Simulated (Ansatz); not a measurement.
**W (Tungsten, Im-3m): phonons against volume**

Wanted: mode Grüneisen parameters of W (Tungsten) and a free-energy fit over volumes.

Main program and level: Ansatz 0.2.0; DFT LDA, scalar-relativistic, plane waves, PAW; PAW set soft_1.

## 1. Set-up

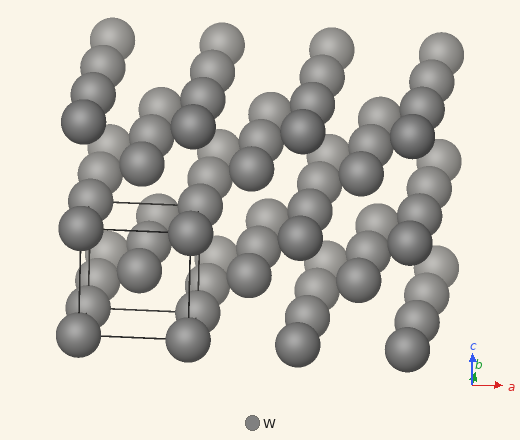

The starting structure, seen slightly off an axis (tungsten grey). 3×3×2 cells are drawn. This picture shows the conventional cell, with its axes. Some periodic images of atoms are drawn too.

As a file:

```cif
data_structure
_symmetry_space_group_name_H-M 'Im-3m'
_symmetry_Int_Tables_number 229
_cell_length_a 3.1647
_cell_length_b 3.1647
_cell_length_c 3.1647
_cell_angle_alpha 90.000
_cell_angle_beta 90.000
_cell_angle_gamma 90.000
_cell_volume 31.70
loop_
_atom_site_label
_atom_site_type_symbol
_atom_site_symmetry_multiplicity
_atom_site_Wyckoff_symbol
_atom_site_fract_x
_atom_site_fract_y
_atom_site_fract_z
_atom_site_occupancy
W1 W 2 a 0.00000 0.00000 0.00000 1
```

## 2. A first coarse run

Before spending time, one coarse run tells the gap and the pressure of the starting cell.

File input.yaml:

```yaml
crystal:
  lattice:
    - [-1.582345, 1.582345, 1.582345]
    - [1.582345, -1.582345, 1.582345]
    - [1.582345, 1.582345, -1.582345]
  atoms:
    - { symbol: W, position: [0.0, 0.0, 0.0] }
kpoints:
  mp_grid: { grid: [8, 8, 8] }
hamiltonian:
  xc: lda
  pseudopotentials: { kind: paw, azcp: { folder: soft_1 }, xc_functional: pbe }
scf:
  occupations: { method: gaussian, width: 0.1 }
  lower_state_search: "off"
output:
  forces: true
  stress: true
  eigenvalues: true
```

The run is started by

```sh
ansatz run input.yaml --threads 8 --pin off --max-ram 16384MiB --backend cpu --events-out ev --progress --plain --runs-dir out
```

Numbers of over 12 decimals in the logs are rounded to 6 here.

What it wrote:

```text
Engine: ansatz 0.2.0, aarch64-unknown-linux-gnu
Pseudopotentials: kind: paw
Pseudopotential: W, paw, valence charge 14, recommended cutoff 420 eV (normal), soft_1/W.paw.azcp
Functional definition: SPW92
  exchange = slater_x
  correlation = pw_c
Crystal: 1 atoms, lattice volume = 15.848 Å³
Basis set: ecut = 420 eV, 321 PW (Γ)
Bands: 11, of which v1, the nominal top of the filled ones, is band 7 counted from 1 (6 counted from 0)
Symmetry: 48 space group operations
Space group: Im-3m (ITA 229), of the structure as read, at distance tolerance 2.5e-5 Å
k-points: 29 of 512
Non-local potential: W, projectors of the file, l = 0: 3, l = 1: 2, l = 2: 2, l = 3: 1
PAW form: soft (Blöchl's): semilocal exchange-correlation on the pseudo side does not see the compensation charge
PAW frozen core: W, regenerated for the run's functional, and the local potential with it (the file was generated under x = pbe(κ = 0.804, μ = 0.219515), c = pbe(β = 0.066725))
PAW one-centre angular grid: W, 590 points (default); XC on 64 Gauss nodes
Initial density: superposition of atomic densities (chi_scale 0.1, normalization cell)
Initial wavefunctions: pseudopotential atomic-orbital guess
Functional: x = slater, c = lda
SCF iter   1: F=—  HF=-10130.884510 eV  |F-HF|=—  |Δ(HF+E_count)|=         —  Δρ=6.19e-2  dr2=4.97e-1  ethr=3.10e-3  ⟨swp⟩=5.0  Hψ=1662  notcnv=0
preconditioner: auto → none  [insulator: Δε(μ)=0.527 eV  Ē_g=9.234 eV  σ=0.100 eV  W_gap=1.00  n_scr=0 (ndim 8)  ℏωp=22.8 eV  f_vac=0.000  D(μ)=0.00/eV (n_scr^D=0)  ε∞_Penn≈7.1]
SCF iter   2: F=—  HF=-10130.685279 eV  |F-HF|=—  |Δ(HF+E_count)|=   1.99e-1  Δρ=2.24e-2  dr2=3.32e-2  ethr=3.10e-3  ⟨swp⟩=2.7  Hψ=740  notcnv=0  defer=4
SCF iter   3: F=—  HF=-10130.673988 eV  |F-HF|=—  |Δ(HF+E_count)|=   1.13e-2  Δρ=6.09e-3  dr2=1.80e-3  ethr=2.37e-4  ⟨swp⟩=2.6  Hψ=414  notcnv=0  defer=4
SCF iter   4: F=—  HF=-10130.673327 eV  |F-HF|=—  |Δ(HF+E_count)|=   6.61e-4  Δρ=1.83e-4  dr2=1.19e-6  ethr=1.29e-5  ⟨swp⟩=1.0  Hψ=315  notcnv=0  defer=4
SCF iter   5: F=—  HF=-10130.673332 eV  |F-HF|=—  |Δ(HF+E_count)|=   4.28e-6  Δρ=2.73e-5  dr2=3.65e-8  ethr=7.14e-10  ⟨swp⟩=6.2  Hψ=1600  notcnv=0
SCF iter   6: F=-10130.673332 eV  HF=-10130.673332 eV  |F-HF|=4.55e-11  |Δ(HF+E_count)|=   1.45e-8  Δρ=9.84e-7  dr2=8.83e-11  ethr=2.60e-10  ⟨swp⟩=2.0  Hψ=983  notcnv=0
SCF 1 converged in 6 iterations: F = -10130.673332 eV  dr2 = 8.83e-11
  greatest PAW one-centre occupation: 0.999 electrons in one spin orbital (limit 2), on the W atom at site 0 (counted from 0), in its partial waves of l = 0
SCF converged after 6 iterations
Free energy (F): -10130.673332 eV
Harris-Foulkes:  -10130.673332 eV  (|F-HF|=4.55e-11)
Internal energy: -10130.673329 eV  (E = F + TS)
E sigma→0 (E₀):  -10130.673330 eV
Entropy (-TS):   -0.000002 eV (-0.002 meV/atom)
Fermi energy:    21.826767 eV
--- Per-component energies (eV) ---
  E_band       = -88.927999
  E_kinetic    = 422.120984
  E_local      = -548.012716  (includes V_loc(G=0)·N_el)
  E_nonlocal   = -19.722206
  E_hartree    = 227.936498
  E_xc         = -265.951178
  E_vxc        = -231.598618  (∫ρ·V_xc dr)
  E_paw        = -8324.559430  (= ΣΔE_a)
  E_vpaw       = -167.588793  (= ΣTr[D̂ρ^β])
  E_aug_tail   = 0.000146  (compensation charges beyond the density's cutoff)
  E_ewald      = -1622.768677
  E_core_change = 0.283249  (= ΣΔE_core)
  E_smearing   = -0.000002  (= −TS)
  E_closure    = 0.000000  (closes the sum)
  Σ components = -10130.673332   (vs F -10130.673332, Δ=0.00e0)
--- Forces (eV/Å), atoms counted from 1 ---
  atom   1  W     -0.00000000    -0.00000000    -0.00000000
  max |Σ_I F_I| component: 5.42e-31 eV/Å
--- Stress (GPa, compression-positive) ---
       -8.234515       0.000000       0.000000
        0.000000      -8.234515      -0.000000
        0.000000      -0.000000      -8.234515
  P = ⅓ Tr σ = -8.2345 GPa (-82.345 kbar)
--- Band table (eV; the first three rows and the last of 29) ---
  k-point 0: bands = [... 3 lower, -15.6076, 12.4727, 20.8063, 20.8063, 20.8063, 24.2477, 24.2477, 36.6720]
  k-point 1: bands = [... 3 lower, -15.6086, 13.2062, 20.3845, 20.6684, 21.5336, 23.7171, 24.2682, 37.2073]
  k-point 2: bands = [... 3 lower, -15.6112, 14.8926, 19.5060, 20.2204, 23.5836, 23.6403, 24.4469, 36.8894]
  k-point 28: bands = [... 3 lower, -16.5170, 16.2229, 16.2229, 27.2116, 27.2116, 27.2116, 30.3925, 30.3925]
```

Run time: 0.81 s. Hardware: 8 threads of Arm Neoverse V1, shared host; peak memory 0.24 GiB; 1.2 s of CPU time.

Numbers from this step:

```yaml
pressure: -8.235 GPa
volume_per_atom: 15.85 Å³/atom
gap_on_the_k_mesh: 0 eV
```

The start is under -8.2 GPa at this level and looks like a metal on this mesh.

## 3. A loose first relaxation

The start is far from rest, so a relaxation with loose thresholds first brings it near the minimum.

Edit input.yaml of step 2 so:

```diff
@@ -19 +19,6 @@
   eigenvalues: true
+relax:
+  adjacent_minimum: "off"
+  f_tol: 0.05
+  max_steps: 80
+  cell: { stress_tol: 0.5 }
```

What it wrote:

```text
[...]
Crystal: 1 atoms, lattice volume = 15.848 Å³
Basis set: ecut = 420 eV, 321 PW (Γ)
Bands: 11, of which v1, the nominal top of the filled ones, is band 7 counted from 1 (6 counted from 0)
Symmetry: 48 space group operations
[...]
k-points: 29 of 512
[...]
SCF iter   1: F=—  HF=-10130.884510 eV  |F-HF|=—  |Δ(HF+E_count)|=         —  Δρ=6.19e-2  dr2=4.97e-1  ethr=3.10e-3  ⟨swp⟩=5.0  Hψ=1662  notcnv=0
[...]
SCF iter   6: F=-10130.673332 eV  HF=-10130.673332 eV  |F-HF|=4.55e-11  |Δ(HF+E_count)|=   1.45e-8  Δρ=9.84e-7  dr2=8.83e-11  ethr=2.60e-10  ⟨swp⟩=2.0  Hψ=983  notcnv=0
SCF 1 converged in 6 iterations: F = -10130.673332 eV  dr2 = 8.83e-11
[...]
relax step   1: F+E_penalty+E_count = -10130.67333164 eV  Δ(F+E_penalty+E_count) = +0.000e0 eV  max|allowed force component| = 0.000e0 eV/Å  Δτ_max = 0.0000 Å  P = -8.235 GPa  Ω = 15.848 Å³  (6 SCF iters, dr2 threshold 1.00e-7 eV, accepted)
Crystal: 1 atoms, lattice volume = 14.358 Å³
[...]
iter 1 solved again at ethr=3.08e-6 eV; its pass at ethr=3.10e-3 eV (dr2=4.32e-4 eV) is discarded
[...]
SCF iter   5: F=-10130.590944 eV  HF=-10130.590944 eV  |F-HF|=1.82e-11  |Δ(HF+E_count)|=   3.25e-9  Δρ=1.10e-6  dr2=5.26e-11  ethr=4.67e-11  ⟨swp⟩=1.2  Hψ=974  notcnv=0
SCF 2 converged in 5 iterations: F = -10130.590944 eV  dr2 = 5.26e-11
relax step   2: F+E_penalty+E_count = -10130.59094399 eV  Δ(F+E_penalty+E_count) = +8.239e-2 eV  max|allowed force component| = 0.000e0 eV/Å  Δτ_max = 0.0000 Å  P = +29.240 GPa  Ω = 14.358 Å³  energy of the carried Pulay correction = +5.236e-4 eV  (5 SCF iters, dr2 threshold 1.00e-7 eV, rejected (line search))
Crystal: 1 atoms, lattice volume = 15.494 Å³
[...]
SCF iter   5: F=-10130.683783 eV  HF=-10130.683783 eV  |F-HF|=1.46e-11  |Δ(HF+E_count)|=   1.74e-9  Δρ=5.82e-7  dr2=2.01e-11  ethr=7.14e-12  ⟨swp⟩=3.9  Hψ=939  notcnv=0
SCF 3 converged in 5 iterations: F = -10130.683783 eV  dr2 = 2.01e-11
relax step   3: F+E_penalty+E_count = -10130.68378321 eV  Δ(F+E_penalty+E_count) = -1.045e-2 eV  max|allowed force component| = 0.000e0 eV/Å  Δτ_max = 0.0000 Å  P = -0.994 GPa  Ω = 15.494 Å³  energy of the carried Pulay correction = +1.196e-4 eV  (5 SCF iters, accepted)
[...]
relax step   4: F+E_penalty+E_count = -10130.68393985 eV  Δ(F+E_penalty+E_count) = -1.566e-4 eV  max|allowed force component| = 0.000e0 eV/Å  Δτ_max = 0.0000 Å  P = +0.012 GPa  Ω = 15.449 Å³  energy of the carried Pulay correction = +1.354e-4 eV  (3 SCF iters, dr2 threshold 1.00e-7 eV, accepted)
[...]
SCF iter   3: F=-10130.683817 eV  HF=-10130.683817 eV  |F-HF|=2.91e-11  |Δ(HF+E_count)|=   1.60e-9  Δρ=1.27e-6  dr2=7.96e-11  ethr=7.14e-12  ⟨swp⟩=2.5  Hψ=1065  notcnv=0
SCF 5 converged in 3 iterations: F = -10130.683817 eV  dr2 = 7.96e-11
relax step   5: F+E_penalty+E_count = -10130.68381749 eV  Δ(F+E_penalty+E_count) = +1.224e-4 eV  max|allowed force component| = 0.000e0 eV/Å  Δτ_max = 0.0000 Å  P = +0.009 GPa  Ω = 15.449 Å³  stress off target by 8.57e-3 GPa  SCF on the basis re-selected at this cell (its energy is not comparable with the rows above)  (3 SCF iters)
basis re-selected at this cell: Δ(F+E_penalty+E_count) = +1.224e-4 eV, ΔP = -0.003 GPa vs the last step (what re-selecting the basis moved, of the pressure what is left beyond the Pulay correction that the steps carried, after the strain that the cell walked since its last selection, with what the two solves' SCF thresholds leave and, on support functions, any second-order correction that the steps lacked; it is no measure of the basis error at this ecutwfc). This SCF's stress stands 8.57e-3 GPa from its target on what of the cell is left free (relax.cell.stress_tol is 5.00e-1 GPa) and its largest allowed force component is 0.00e0 eV/Å (relax.f_tol is 5.00e-2 eV/Å): [rest of the remark cut]
SCF converged after 3 iterations
Free energy (F): -10130.683817 eV
[...]
Internal energy: -10130.683815 eV  (E = F + TS)
E sigma→0 (E₀):  -10130.683816 eV
Entropy (-TS):   -0.000002 eV (-0.002 meV/atom)
Fermi energy:    22.461506 eV
[...]
--- Stress (GPa, compression-positive) ---
        0.008570       0.000000       0.000000
        0.000000       0.008570      -0.000000
       -0.000000       0.000000       0.008570
  P = ⅓ Tr σ = 0.0086 GPa (0.086 kbar)
--- Band table (eV; the first three rows and the last of 29) ---
  k-point 0: bands = [... 3 lower, -14.8880, 12.9852, 21.4115, 21.4115, 21.4115, 24.9590, 24.9590, 37.3816]
  k-point 1: bands = [... 3 lower, -14.8892, 13.7409, 20.9731, 21.2680, 22.1642, 24.4041, 24.9790, 37.9456]
  k-point 2: bands = [... 3 lower, -14.8924, 15.4542, 20.0631, 20.8191, 24.2860, 24.3344, 25.1649, 37.6838]
  k-point 28: bands = [... 3 lower, -15.8726, 16.6662, 16.6662, 28.0484, 28.0484, 28.0484, 31.2551, 31.2551]
--- Relaxed structure (4 steps of the walk, 3 accepted, 1 SCFs on fresh bases) ---
  F+E_penalty+E_count = -10130.68381749 eV   max|allowed force component| = 0.000e0 eV/Å   (the final SCF, on the basis selected at the relaxed cell)
  cell:  # Å, volume = 15.4486 Å³
    - [-1.568952, 1.568952, 1.568952]
    - [1.568952, -1.568952, 1.568952]
    - [1.568952, 1.568952, -1.568952]
  atoms:
    - { symbol: W, position: [0.0, 0.0, 0.0] }
```

Elapsed: 0.72 s, on 8 threads; peak memory 0.26 GiB.

Step by step:

```csv
step,energy less that of the first step (eV),largest force component (eV/Å),pressure (GPa),volume (Å³)
1,0.0000,0.0000,-8.23,15.85
2,0.0824,0.0000,29.24,14.36
3,-0.0105,0.0000,-0.99,15.49
4,-0.0106,0.0000,0.01,15.45
5*,-0.0105,0.0000,0.01,15.45
```

Relaxation steps marked * repeat the geometry before them on a plane-wave basis chosen anew for their cell, so energy and pressure can jump there. Relaxation step 2 was tried and not accepted.

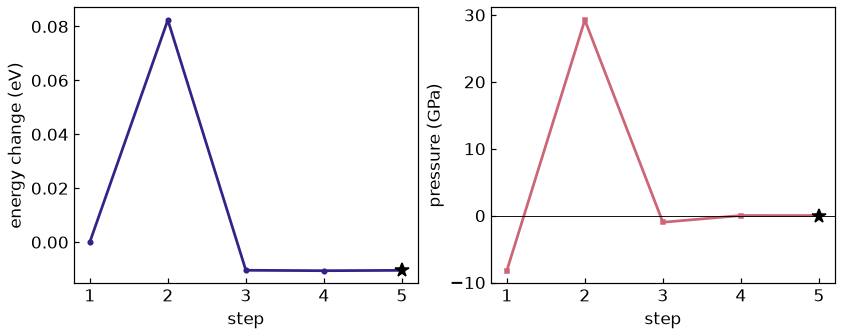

Energy and pressure along the relaxation. Stars mark steps on a basis chosen anew.

```csv
"conventional cell, symmetrised",before,after,change
a (Å),3.165,3.138,-0.8 %
b (Å),3.165,3.138,-0.8 %
c (Å),3.165,3.138,-0.8 %
volume (Å³/atom),15.85,15.45,-2.5 %
```

The relaxed structure:

```
W
1.0
    -1.56895    1.56895    1.56895
     1.56895   -1.56895    1.56895
     1.56895    1.56895   -1.56895
W
1
Direct
  0.00000 0.00000 0.00000
```

This step gave:

```
pressure        : 0.008570 GPa
volume per atom : 15.45 Å³/atom
```

The relaxation ends with a pressure of 0.01 GPa.

## 4. Relaxation

The vibrations must be taken about the equilibrium of this functional, not about the starting cell, so the structure is relaxed.

input.yaml, the sections that differ from step 3:

```yaml
crystal:
  lattice:
    - [-1.5689519599, 1.5689519599, 1.5689519599]
    - [1.5689519599, -1.5689519599, 1.5689519599]
    - [1.5689519599, 1.5689519599, -1.5689519599]
  atoms:
    - { symbol: W, position: [0.0, 0.0, 0.0] }
kpoints:
  mp_grid: { grid: [18, 18, 18] }
relax:
  adjacent_minimum: "off"
  f_tol: 0.005
  max_steps: 80
  cell: { stress_tol: 0.05 }
# hamiltonian, scf, output: as in step 3
```

What it wrote:

```text
[...]
Crystal: 1 atoms, lattice volume = 15.449 Å³
Basis set: ecut = 420 eV, 321 PW (Γ)
Bands: 11, of which v1, the nominal top of the filled ones, is band 7 counted from 1 (6 counted from 0)
Symmetry: 48 space group operations
[...]
k-points: 195 of 5832
[...]
k-point 194: bands = [... 3 lower, -15.8252, 16.6982, 16.6982, 28.1059, 28.1059, 28.1059, 31.3121, 31.3121]
--- Relaxed structure (3 steps of the walk, 2 accepted, 1 SCFs on fresh bases) ---
[...]
cell:  # Å, volume = 15.4228 Å³
    - [-1.568078, 1.568078, 1.568078]
    - [1.568078, -1.568078, 1.568078]
    - [1.568078, 1.568078, -1.568078]
  atoms:
    - { symbol: W, position: [0.0, 0.0, 0.0] }
[key lines of the parts left out:]
SCF converged after 3 iterations
Free energy (F): -10130.682863 eV
Fermi energy:    22.751177 eV
P = ⅓ Tr σ = -0.0036 GPa (-0.036 kbar)
```

It took 1.5 s on 8 threads; peak memory 0.32 GiB.

Little changed from the start: no atom moved by 0.005 Å and no cell edge by 0.1 %.

This step gave:

- pressure: -0.003571 GPa
- volume per atom: 15.42 Å³/atom

## 5. Tight relaxation

The thresholds are tightened for a last relaxation ahead of the phonons, and where mesh or smearing change with them the cell follows.

input.yaml, the sections that differ from step 4:

```yaml
crystal:
  lattice:
    - [-1.5680778641, 1.5680778641, 1.5680778641]
    - [1.5680778641, -1.5680778641, 1.5680778641]
    - [1.5680778641, 1.5680778641, -1.5680778641]
  atoms:
    - { symbol: W, position: [0.0, 0.0, 0.0] }
kpoints:
  mp_grid: { grid: [20, 20, 20] }
scf:
  occupations: { method: methfessel_paxton, width: 0.2 }
  lower_state_search: "off"
relax:
  adjacent_minimum: "off"
  f_tol: 0.001
  max_steps: 60
  cell: { stress_tol: 0.01 }
# hamiltonian, output: as in step 4
```

What it wrote:

```text
[...]
Crystal: 1 atoms, lattice volume = 15.423 Å³
Basis set: ecut = 420 eV, 321 PW (Γ)
Bands: 11, of which v1, the nominal top of the filled ones, is band 7 counted from 1 (6 counted from 0)
Symmetry: 48 space group operations
[...]
k-points: 256 of 8000
[...]
k-point 255: bands = [... 3 lower, -15.8218, 16.7042, 16.7042, 28.1130, 28.1130, 28.1130, 31.3241, 31.3241]
--- Relaxed structure (3 steps of the walk, 2 accepted, 1 SCFs on fresh bases) ---
[...]
cell:  # Å, volume = 15.4170 Å³
    - [-1.567881, 1.567881, 1.567881]
    - [1.567881, -1.567881, 1.567881]
    - [1.567881, 1.567881, -1.567881]
  atoms:
    - { symbol: W, position: [0.0, 0.0, 0.0] }
[key lines of the parts left out:]
SCF converged after 3 iterations
Free energy (F): -10130.689502 eV
Fermi energy:    22.835100 eV
P = ⅓ Tr σ = -0.0005 GPa (-0.005 kbar)
```

Elapsed: 1.9 s, on 8 threads; peak memory 0.33 GiB; 11 s of CPU time.

Little changed from the start: no atom moved by 0.005 Å and no cell edge by 0.1 %.

This step gave:

```
pressure : -4.97e-4 GPa
```

The residual pressure is -5.0e-4 GPa, small enough for phonons.

[end of part 1 of 3]

[Logs are printed without paths, hosts, clocks, repeated set-up lines and the standing remarks that a program may print on its own settings, such as how far it seeks lower states.]

[Hosts, paths, dates, database ids (printed as entryN), source tags and the programs' standing remarks are cut or masked in the printed files.]

[A step with changed settings may run another functional than the one named; its input shows which.]

[Of the runs on displaced cells, only some may be shown.]
